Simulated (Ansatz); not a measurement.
# AlBrH6OSi: two geometries relaxed, part 2 of 2

Aim: relax the geometries before and after the reaction (ligand exchange), and see whether they are two minima and how far apart in energy. Meant to form: Al1–Br9, H10–O2; to break: Al1–O2, H10–Br9. The start is a guess near the saddle point, from which both ends are pulled out.

Ansatz 0.2.0; RKS PBE-D4/def2-mTZVP. Earlier steps stand in the parts before.

## Step 5: A restrained relaxation towards end B

Springs on the bonds that form and break draw the guess towards this end; the thresholds are loose.

Input file input.yaml:

```yaml
crystal:
  periodic: [false, false, false]
  atoms:
    - { symbol: Al, position_ang: [0.0, 0.0, 0.0] }
    - { symbol: O, position_ang: [0.0, 0.0, 2.13] }
    - { symbol: Si, position_ang: [-1.3147, -0.4067, 3.0936] }
    - { symbol: H, position_ang: [-2.239, -1.2403, 2.3304] }
    - { symbol: H, position_ang: [-0.8506, -1.1432, 4.2657] }
    - { symbol: H, position_ang: [-1.9987, 0.8095, 3.5233] }
    - { symbol: H, position_ang: [1.351, 0.0, -0.78] }
    - { symbol: H, position_ang: [-1.351, 0.0, -0.78] }
    - { symbol: Br, position_ang: [0.1215, 2.5689, 0.8545] }
    - { symbol: H, position_ang: [0.0592, 1.2514, 2.0086] }
basis:
  gaussian: { orbitals: def2-mTZVP }
hamiltonian:
  xc: pbe
  dispersion: d4
relax:
  f_tol: 0.15
  max_steps: 25
  restrain:
    - { distance: [0, 8], at: 2.41, k: 30.0 }
    - { distance: [9, 1], at: 1.01, k: 30.0 }
    - { distance: [0, 1], at: 2.98, k: 30.0 }
    - { distance: [9, 8], at: 2.75, k: 30.0 }
```

Command:

```
$ ansatz run input.yaml --threads 4 --pin off --max-ram 5120MiB --backend cpu --events-out ev --progress --plain --runs-dir out
```

Output:

```text
Warning: RAYON_NUM_THREADS=4 ignored (pool sized by the plan → 4); use --threads N
The last accepted step is kept in <dir> (removed where the run ends without a failure and the disk answers)
Engine: ansatz 0.2.0, aarch64-unknown-linux-gnu
Functional definition: PBE
  parameter kappa = 0.804
  parameter beta = 0.06672455060314922
  exchange = pbe_x(kappa = kappa, mu = beta*pi^2/3)
  correlation = pbe_c(beta = beta)
1227 factors; their error is unknown
mean field evaluation 1: about -86640.6063 eV, gradient 6.1e1 eV
mean field evaluation 2: about -86597.7343 eV, gradient 1.5e2 eV
mean field evaluation 4: about -86647.0068 eV, gradient 8.1e0 eV
mean field evaluation 8: about -86647.2169 eV, gradient 1.4e-1 eV
mean field evaluation 16: about -86647.1757 eV, gradient 1.4e-4 eV
mean field -86647.17572983 eV, -3184.2249765062 hartree, gradient 3.3e-5 eV, S^2 0.000000; 0 other end points of the search recorded, 0 dependent functions left out
the calculation of the forces begins
reference -86647.17577863 eV, -3184.2249782996 hartree; 38, 38 occupied and 84, 84 virtual orbitals, 1227 factors
relax step   1: F+E_penalty+E_count = -86647.40918136 eV  Δ(F+E_penalty+E_count) = +0.000e0 eV  max|allowed force component| = 1.829e0 eV/Å  E_restraint = 28.03703315 eV  max|allowed force component, restraints' pulls added| = 3.122e1 eV/Å  Δτ_max = 0.0000 Å  (27 SCF iters, accepted)
  distance Al 0 - Br 8 = 2.7100 Å
  distance H 9 - O 1 = 1.2587 Å
  distance Al 0 - O 1 = 2.1300 Å
  distance H 9 - Br 8 = 1.7526 Å
these checks for a lower state are left out or cut short: starts, cluster_reference, orbital_swaps, neighbouring_geometries, increment
1227 factors; their error is unknown
mean field -86647.20018199 eV, -3184.2258751066 hartree, gradient 8.7e-6 eV, S^2 0.000000; 0 other end points of the search recorded, 0 dependent functions left out
the calculation of the forces begins
reference -86647.20023113 eV, -3184.2258769123 hartree; 38, 38 occupied and 84, 84 virtual orbitals, 1227 factors
relax step   2: F+E_penalty+E_count = -86647.42515870 eV  Δ(F+E_penalty+E_count) = -1.598e-2 eV  max|allowed force component| = 2.552e0 eV/Å  E_restraint = 12.82094360 eV  max|allowed force component, restraints' pulls added| = 1.892e1 eV/Å  Δτ_max = 0.1949 Å  (36 SCF iters, accepted)
  distance Al 0 - Br 8 = 2.6633 Å
  distance H 9 - O 1 = 1.1060 Å
  distance Al 0 - O 1 = 2.3814 Å
  distance H 9 - Br 8 = 2.0996 Å
these checks for a lower state are left out or cut short: starts, cluster_reference, orbital_swaps, neighbouring_geometries, increment
1227 factors; their error is unknown
mean field evaluation 32: about -86647.2737 eV, gradient 9.3e-4 eV
mean field -86647.27373082 eV, -3184.2285779762 hartree, gradient 1.1e-5 eV, S^2 0.000000; 0 other end points of the search recorded, 0 dependent functions left out
the calculation of the forces begins
reference -86647.27378017 eV, -3184.2285797897 hartree; 38, 38 occupied and 84, 84 virtual orbitals, 1227 factors
relax step   3: F+E_penalty+E_count = -86647.49123849 eV  Δ(F+E_penalty+E_count) = -6.608e-2 eV  max|allowed force component| = 2.421e0 eV/Å  E_restraint = 3.48269971 eV  max|allowed force component, restraints' pulls added| = 8.495e0 eV/Å  Δτ_max = 0.1947 Å  (35 SCF iters, accepted)
  distance Al 0 - Br 8 = 2.5495 Å
  distance H 9 - O 1 = 0.9649 Å
  distance Al 0 - O 1 = 2.6555 Å
  distance H 9 - Br 8 = 2.4254 Å
these checks for a lower state are left out or cut short: starts, cluster_reference, orbital_swaps, neighbouring_geometries, increment
1227 factors; their error is unknown
mean field -86647.48213898 eV, -3184.2362368346 hartree, gradient 2.0e-5 eV, S^2 0.000000; 0 other end points of the search recorded, 0 dependent functions left out
the calculation of the forces begins
reference -86647.48218836 eV, -3184.2362386493 hartree; 38, 38 occupied and 84, 84 virtual orbitals, 1227 factors
relax step   4: F+E_penalty+E_count = -86647.69100622 eV  Δ(F+E_penalty+E_count) = -1.998e-1 eV  max|allowed force component| = 1.721e0 eV/Å  E_restraint = 0.27544998 eV  max|allowed force component, restraints' pulls added| = 2.237e0 eV/Å  Δτ_max = 0.1929 Å  (29 SCF iters, accepted)
  distance Al 0 - Br 8 = 2.4206 Å
  distance H 9 - O 1 = 0.9675 Å
  distance Al 0 - O 1 = 2.8865 Å
  distance H 9 - Br 8 = 2.6622 Å
these checks for a lower state are left out or cut short: starts, cluster_reference, orbital_swaps, neighbouring_geometries, increment
1227 factors; their error is unknown
mean field -86647.70599848 eV, -3184.2444635194 hartree, gradient 9.8e-6 eV, S^2 0.000000; 0 other end points of the search recorded, 0 dependent functions left out
the calculation of the forces begins
reference -86647.70604820 eV, -3184.2444653466 hartree; 38, 38 occupied and 84, 84 virtual orbitals, 1227 factors
relax step   5: F+E_penalty+E_count = -86647.90845184 eV  Δ(F+E_penalty+E_count) = -2.174e-1 eV  max|allowed force component| = 1.294e0 eV/Å  E_restraint = 0.01079686 eV  max|allowed force component, restraints' pulls added| = 1.098e0 eV/Å  Δτ_max = 0.1972 Å  (29 SCF iters, accepted)
  distance Al 0 - Br 8 = 2.3879 Å
  distance H 9 - O 1 = 1.0048 Å
  distance Al 0 - O 1 = 2.9727 Å
  distance H 9 - Br 8 = 2.7622 Å
these checks for a lower state are left out or cut short: starts, cluster_reference, orbital_swaps, neighbouring_geometries, increment
1227 factors; their error is unknown
mean field -86647.75930385 eV, -3184.2464224558 hartree, gradient 1.6e-5 eV, S^2 0.000000; 0 other end points of the search recorded, 0 dependent functions left out
the calculation of the forces begins
reference -86647.75935391 eV, -3184.2464242954 hartree; 38, 38 occupied and 84, 84 virtual orbitals, 1227 factors
relax step   6: F+E_penalty+E_count = -86647.95962024 eV  Δ(F+E_penalty+E_count) = -5.117e-2 eV  max|allowed force component| = 6.933e-1 eV/Å  E_restraint = 0.01924652 eV  max|allowed force component, restraints' pulls added| = 1.439e-1 eV/Å  Δτ_max = 0.1434 Å  (29 SCF iters, accepted)
  distance Al 0 - Br 8 = 2.3859 Å
  distance H 9 - O 1 = 0.9910 Å
  distance Al 0 - O 1 = 2.9615 Å
  distance H 9 - Br 8 = 2.7509 Å
1227 factors; their error is unknown
mean field evaluation 64: about -86647.8028 eV, gradient 1.7e-1 eV
mean field -86647.75930385 eV, -3184.2464224558 hartree, gradient 1.9e-5 eV, S^2 0.000000; 1 other end points of the search recorded, 0 dependent functions left out
the calculation of the forces begins
reference -86647.75935391 eV, -3184.2464242954 hartree; 38, 38 occupied and 84, 84 virtual orbitals, 1227 factors
Total energy: -86647.95967030 eV, -3184.2537857871 hartree
Atom 0 at     0.071039     0.500659    -0.494393 Å, force     0.150675     0.575713     0.670278 eV/Å
Atom 1 at     0.027567     0.055111     2.433098 Å, force     0.048911     0.607197    -0.487303 eV/Å
Atom 2 at    -1.371113    -0.456041     3.240624 Å, force     0.018197     0.094179     0.045185 eV/Å
Atom 3 at    -2.206590    -1.250786     2.292365 Å, force    -0.020458    -0.005470    -0.000032 eV/Å
Atom 4 at    -1.004555    -1.310579     4.413676 Å, force     0.028675     0.010077    -0.051718 eV/Å
Atom 5 at    -2.098660     0.763606     3.716853 Å, force    -0.066705    -0.064542    -0.004775 eV/Å
Atom 6 at     1.444110    -0.162519    -0.947489 Å, force    -0.020623     0.055787     0.053011 eV/Å
Atom 7 at    -1.368980    -0.092850    -0.740423 Å, force    -0.143876    -0.038439    -0.003621 eV/Å
Atom 8 at     0.149974     2.752713     0.289483 Å, force    -0.004045    -0.693319    -0.216614 eV/Å
Atom 9 at     0.134908     1.040285     2.442306 Å, force     0.009250    -0.541182    -0.004411 eV/Å
Dipole moment:    -0.154677    -0.226630     0.115888 e Å
```

It took 10 s on 4 threads of Arm Neoverse V2, shared host; peak memory 0.18 GiB.

The steps of the relaxation:

| step | energy from step 1 (eV) | largest force component (eV/Å) |
| --- | --- | --- |
| 1 | 0.0000 | 1.8290 |
| 2 | -0.0160 | 2.5518 |
| 3 | -0.0821 | 2.4209 |
| 4 | -0.2818 | 1.7210 |
| 5 | -0.4993 | 1.2940 |
| 6 | -0.5504 | 0.6933 |

Step 1 is the start. Energies and forces in the table leave out the springs, which the log lists apart; the run stops on the force with the springs' pull added.

After: Bond lengths: O2–Si3 1.694 Å, Si3–H4 1.493 Å, Si3–H5 1.497 Å, Si3–H6 1.498 Å, Al1–H7 1.591 Å, Al1–H8 1.577 Å, Al1–Br9 2.386 Å, O2–H10 0.991 Å. Angles: O2–Si3–H4 108.7°, O2–Si3–H5 110.1°, O2–Si3–H6 107.9°, H4–Si3–H5 109.3°, H4–Si3–H6 111.3°, H5–Si3–H6 109.5°, Si3–O2–H10 112.6°, H7–Al1–H8 125.9°, H7–Al1–Br9 117.3°, H8–Al1–Br9 115.9°.

Pairs that crossed the distance rule for bonds on the way: came closer O2–H10; moved apart Al1–O2, Br9–H10.

## Step 6: Relaxing end B

It starts where the restrained run ended.

Input file input.yaml:

```yaml
crystal:
  periodic: [false, false, false]
  atoms:
    - { symbol: Al, position_ang: [0.071039, 0.500659, -0.494393] }
    - { symbol: O, position_ang: [0.027567, 0.055111, 2.433098] }
    - { symbol: Si, position_ang: [-1.371113, -0.456041, 3.240624] }
    - { symbol: H, position_ang: [-2.20659, -1.250786, 2.292365] }
    - { symbol: H, position_ang: [-1.004555, -1.310579, 4.413676] }
    - { symbol: H, position_ang: [-2.09866, 0.763606, 3.716853] }
    - { symbol: H, position_ang: [1.44411, -0.162519, -0.947489] }
    - { symbol: H, position_ang: [-1.36898, -0.09285, -0.740423] }
    - { symbol: Br, position_ang: [0.149974, 2.752713, 0.289483] }
    - { symbol: H, position_ang: [0.134908, 1.040285, 2.442306] }
basis:
  gaussian: { orbitals: def2-mTZVP }
hamiltonian:
  xc: pbe
  dispersion: d4
relax:
  f_tol: 0.03
  max_steps: 50
output:
  orbitals: {}
```

Command:

```
$ ansatz run input.yaml --threads 4 --pin off --max-ram 5120MiB --backend cpu --events-out ev --progress --plain --runs-dir out
```

Output, cut to the lines that bear on the results:

```text
Warning: RAYON_NUM_THREADS=4 ignored (pool sized by the plan → 4); use --threads N
[...]
Functional definition: PBE
[...]
1227 factors; their error is unknown
[...]
mean field -86647.75929770 eV, -3184.2464222299 hartree, gradient 2.9e-5 eV, S^2 0.000000; 0 other end points of the search recorded, 0 dependent functions left out
[...]
reference -86647.75934785 eV, -3184.2464240729 hartree; 38, 38 occupied and 84, 84 virtual orbitals, 1227 factors
relax step   1: F+E_penalty+E_count = -86647.95961408 eV  Δ(F+E_penalty+E_count) = +0.000e0 eV  max|allowed force component| = 6.933e-1 eV/Å  Δτ_max = 0.0000 Å  (27 SCF iters, accepted)
[...]
relax step   4: F+E_penalty+E_count = -86648.51554476 eV  Δ(F+E_penalty+E_count) = -1.139e-1 eV  max|allowed force component| = 1.048e0 eV/Å  Δτ_max = 0.1957 Å  (29 SCF iters, accepted)
[...]
relax step   7: F+E_penalty+E_count = -86648.58561361 eV  Δ(F+E_penalty+E_count) = -7.408e-3 eV  max|allowed force component| = 1.178e-1 eV/Å  Δτ_max = 0.0429 Å  (28 SCF iters, accepted)
[...]
relax step  10: F+E_penalty+E_count = -86648.60062310 eV  Δ(F+E_penalty+E_count) = -4.816e-3 eV  max|allowed force component| = 1.303e-1 eV/Å  Δτ_max = 0.1228 Å  (28 SCF iters, accepted)
[...]
relax step  13: F+E_penalty+E_count = -86648.60725905 eV  Δ(F+E_penalty+E_count) = +2.824e-3 eV  max|allowed force component| = 2.083e-1 eV/Å  Δτ_max = 0.1232 Å  (28 SCF iters, rejected (line search))
[...]
relax step  14: F+E_penalty+E_count = -86648.61856856 eV  Δ(F+E_penalty+E_count) = -8.485e-3 eV  max|allowed force component| = 3.163e-2 eV/Å  Δτ_max = 0.0614 Å  (28 SCF iters, accepted)
[...]
1227 factors; their error is unknown
```

## Step 7: More of the same log: end point B relaxed

The log, continued, cut to the lines that bear on the results:

```text
mean field -86648.39466754 eV, -3184.2697716407 hartree, gradient 2.5e-5 eV, S^2 0.000000; 0 other end points of the search recorded, 0 dependent functions left out
[...]
reference -86648.39471649 eV, -3184.2697734398 hartree; 38, 38 occupied and 84, 84 virtual orbitals, 1227 factors
relax step  15: F+E_penalty+E_count = -86648.61897662 eV  Δ(F+E_penalty+E_count) = -4.081e-4 eV  max|allowed force component| = 1.687e-1 eV/Å  Δτ_max = 0.0574 Å  (28 SCF iters, accepted)
[...]
relax step  17: F+E_penalty+E_count = -86648.62480567 eV  Δ(F+E_penalty+E_count) = -1.667e-3 eV  max|allowed force component| = 8.260e-2 eV/Å  Δτ_max = 0.0898 Å  (28 SCF iters, accepted)
[...]
relax step  19: F+E_penalty+E_count = -86648.62706783 eV  Δ(F+E_penalty+E_count) = -1.144e-3 eV  max|allowed force component| = 3.024e-2 eV/Å  Δτ_max = 0.0504 Å  (28 SCF iters, accepted)
[...]
Atom 0 at    -0.150024     0.536413     0.076101 Å, force    -0.008347     0.004353    -0.000236 eV/Å
Atom 1 at     0.011901     0.126944     2.029396 Å, force    -0.012284    -0.005767    -0.007986 eV/Å
Atom 2 at    -1.323975    -0.486060     2.946080 Å, force     0.009329     0.003309    -0.012820 eV/Å
Atom 3 at    -1.670003    -1.763741     2.272013 Å, force     0.002708     0.006821     0.004637 eV/Å
Atom 4 at    -0.812677    -0.697815     4.331058 Å, force    -0.002945     0.001445    -0.003140 eV/Å
Atom 5 at    -2.446656     0.492275     2.930670 Å, force     0.007060    -0.002574     0.000895 eV/Å
Atom 6 at     0.917463    -0.387486    -0.661220 Å, force    -0.002819     0.001556     0.005948 eV/Å
Atom 7 at    -1.730443     0.326653    -0.091430 Å, force     0.010785    -0.000917     0.003377 eV/Å
Atom 8 at     0.545495     2.753333     0.423886 Å, force    -0.002584    -0.011194     0.003798 eV/Å
Atom 9 at     0.436620     0.939082     2.389545 Å, force    -0.000904     0.002967     0.005527 eV/Å
Dipole moment:    -0.261750    -0.464099     0.829939 e Å
```

Run time: 36 s. Hardware: 4 threads of Arm Neoverse V2, shared host; peak memory 0.18 GiB.

The steps of the relaxation:

```
step  energy from step 1 (eV)  largest force component (eV/Å)
   1                   0.0000                          0.6933
   2                  -0.2311                          0.5658
   3                  -0.4420                          0.7997
   4                  -0.5559                          1.0478
   5                  -0.6131                          0.2651
   6                  -0.6186                          0.1849
   7                  -0.6260                          0.1178
   8                  -0.6308                          0.1015
   9                  -0.6362                          0.1221
  10                  -0.6410                          0.1303
  11                  -0.6461                          0.1270
  12                  -0.6505                          0.2122
 13x                  -0.6476                          0.2083
  14                  -0.6590                          0.0316
  15                  -0.6594                          0.1687
  16                  -0.6635                          0.1001
  17                  -0.6652                          0.0826
  18                  -0.6663                          0.0578
  19                  -0.6675                          0.0302
  20                  -0.6679                          0.0311
  21                  -0.6683                          0.0433
  22                  -0.6689                          0.0333
  23                  -0.6691                          0.0128
```

Step 1 is the start. 1 step was tried and not accepted (13; marked x where the table lists them).

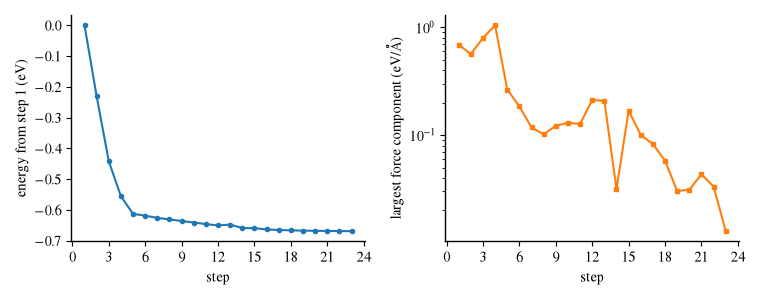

Energy and largest force along the relaxation.

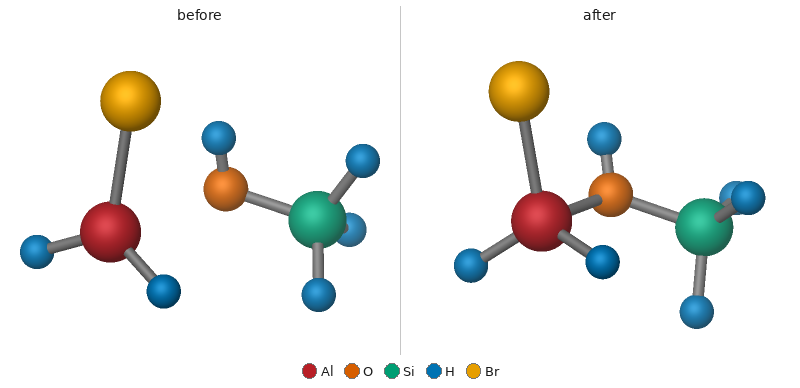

Before and after, at one scale.

After: Bond lengths: Al1–O2 2.002 Å, O2–Si3 1.732 Å, Si3–H4 1.485 Å, Si3–H5 1.491 Å, Si3–H6 1.489 Å, Al1–H7 1.593 Å, Al1–H8 1.603 Å, Al1–Br9 2.349 Å, O2–H10 0.985 Å. Angles (14 of 15 angles, heavy atoms first): Al1–O2–Si3 121.8°, O2–Al1–Br9 91.4°, Al1–O2–H10 102.9°, Si3–O2–H10 115.5°, O2–Al1–H7 106.2°, O2–Al1–H8 98.9°, H7–Al1–Br9 114.7°, H8–Al1–Br9 115.5°, O2–Si3–H4 104.1°, O2–Si3–H5 106.1°, O2–Si3–H6 110.1°, H7–Al1–H8 122.4°, H4–Si3–H5 112.3°, H4–Si3–H6 112.6°.

Pairs that crossed the distance rule for bonds on the way: came closer Al1–O2.

## Step 8: Outcome

What follows sums up all 2 parts.

```
                           quantity                     value
                              end A  28 moves, 1.001 eV lower
                              end B  21 moves, 0.669 eV lower
largest difference between the ends                    0.03 Å
            end B relative to end A                 -0.000 eV
```

What this shows: Both starts fell into the same minimum (no atom differs by more than 0.03 Å), so from this start no second minimum was found and no band was run; another arrangement could still be one.
